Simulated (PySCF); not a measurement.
```tsv
atom	x (Å)	y (Å)	z (Å)
C	-2.5252	-1.4250	-1.6319
C	-1.7455	-0.3895	-1.3720
C	-1.7872	0.4332	-0.1335
C	-1.5619	1.9085	-0.4507
Si	-0.5012	-0.2293	1.1206
N	1.0066	-0.2689	0.3095
C	2.2457	-0.6508	0.9453
C	3.4334	0.0534	0.2992
H	-3.2906	-1.7421	-0.9425
H	-2.4354	-1.9974	-2.5401
H	-0.9904	-0.0949	-2.0917
H	-2.7694	0.3197	0.3320
H	-1.6313	2.5089	0.4531
H	-0.5770	2.0616	-0.8866
H	-2.3091	2.2678	-1.1583
H	-0.3479	0.6994	2.2460
H	-0.9845	-1.5254	1.6291
H	1.0208	-0.4735	-0.6790
H	2.1722	-0.3725	1.9978
H	2.3969	-1.7389	0.9001
H	4.3542	-0.2101	0.8130
H	3.2984	1.1306	0.3481
H	3.5235	-0.2377	-0.7455
```

Geometry: GFN2-xTB.

Level of theory: PySCF, PBE0/pcSseg-1, SCF density, gas phase, non-relativistic.

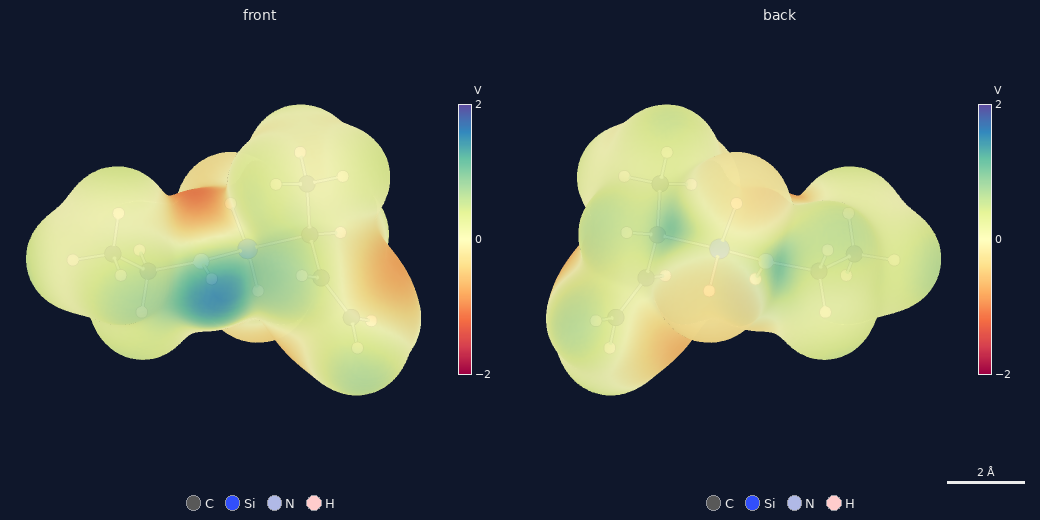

C6H15NSi (SMILES C=C[C@H](C)[SiH2]NCC). The molecular electrostatic potential painted on the density surface at 0.002 e/bohr³, seen from the front and from behind; the colour scale runs from red (negative) to blue (positive).

Question: Which sites attract a positive test charge, and which a negative one?

Answer: A positive charge is drawn to the negative regions and a negative charge to the positive ones. The most negative region (about −1.0 V) lies over N6, the most positive (about +1.5 V) over H18. N6 is the likeliest acceptor of a hydrogen bond.

Question: How polar is the molecule by this calculation?

Answer: Its dipole moment is 0.85 D.
